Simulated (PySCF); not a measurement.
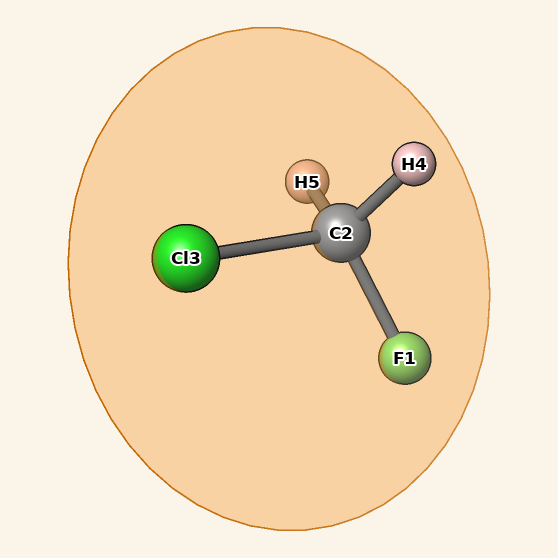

A disc through the centre of mass is drawn in. Distant atoms are faded towards the background colour. Computed geometry: PBE0-D3(BJ)/def2-SVP optimisation. No frequency run is at hand to confirm it as a minimum.

Is the plane of the disc a mirror plane of the structure?

Yes. The reflection leaves F1, C2, Cl3 in place and moves H4 ↔ H5. The point group is Cs.
